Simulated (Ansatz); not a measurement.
NaErBr$_{4}$

The calculation's input:

```
crystal:
  lattice:
    - [0.0, 4.5604449, 4.5604449]
    - [4.5604449, 0.0, 4.5604449]
    - [4.5604449, 4.5604449, 0.0]
  atoms:
    - { symbol: Na, position: [0.75, 0.75, 0.75] }
    - { symbol: Er, position: [0.0, 0.0, 0.0] }
    - { symbol: Br, position: [0.873106, 0.37563133, 0.37563133] }
    - { symbol: Br, position: [0.37563133, 0.37563133, 0.37563133] }
    - { symbol: Br, position: [0.37563133, 0.873106, 0.37563133] }
    - { symbol: Br, position: [0.37563133, 0.37563133, 0.873106] }
basis:
  ecutwfc: 770
kpoints:
  mp_grid: { grid: [8, 8, 8] }
hamiltonian:
  xc: pbe
  pseudopotentials:
    kind: paw
    azcp: { Er: "pseudopotentials/pbe/nc/lanthanide_3plus/Er.nc.azcp" }
scf:
  occupations: { method: gaussian, width: 0.1 }
output:
  forces: true
  stress: true
  eigenvalues: true
  write_density: true
  write_potential: true
  elf: true
  volumetric_format: npy
relax:
  adjacent_minimum: "off"
  f_tol: 0.01
  max_steps: 80
  cell: { stress_tol: 0.05 }
```

Command:

```sh
ansatz run input.yaml --threads 1 --pin off --max-ram 2560MiB --backend cpu --events-out ev --progress --plain --runs-dir out
```

Below, planes, directions and counts refer to the conventional cell (a = 9.06 Å, b = 9.06 Å, c = 9.06 Å, α = 90.00°, β = 90.00°, γ = 90.00°).

The fields are those of the run's last geometry, not of the input's.

Space group F-43m; a structure generated by program, which may or may not match a known phase; computed without spin polarisation; no Hubbard U on the f states and no spin–orbit coupling.

Method: DFT PBE, scalar-relativistic, plane waves, PAW; 4f electrons in the core of a trivalent norm-conserving potential (Ansatz 0.2.0).

Question: What can the converged valence pseudo-density and electron localisation function tell about the bonding?

Answer: Er–Br (3.75 Å): ρ at the midpoint is about 0.07 e/Å³; the ELF is about 0.25 at the midpoint and 0.05 at its lowest between the atoms: no localised pair shows between them.
Na–Br (3.76 Å): ρ is about 0.04 e/Å³ halfway, with its minimum of 0.02 e/Å³ about 1.5 Å from Na; the ELF is about 0.20 at the midpoint and 0 at its lowest between the atoms; no localised pair shows between them.

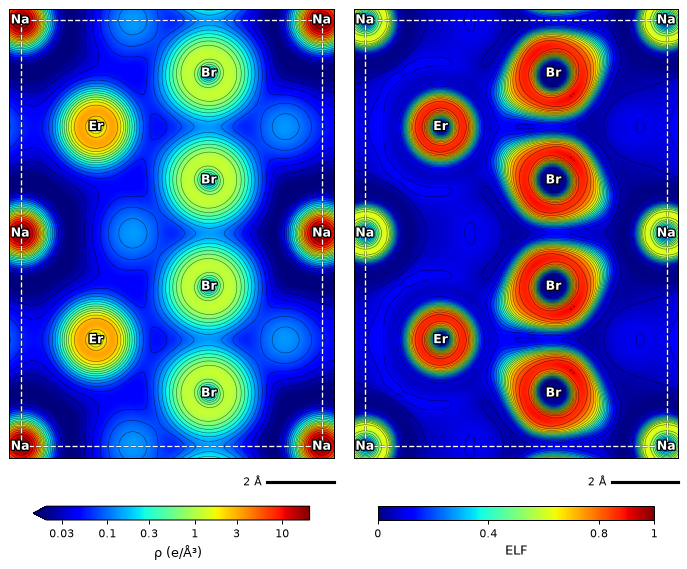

Computed valence pseudo-density and electron localisation function on the (101) plane of the conventional cell, in this order. 

In a pseudopotential calculation such maps are meaningful between the atoms, not at the nuclei.
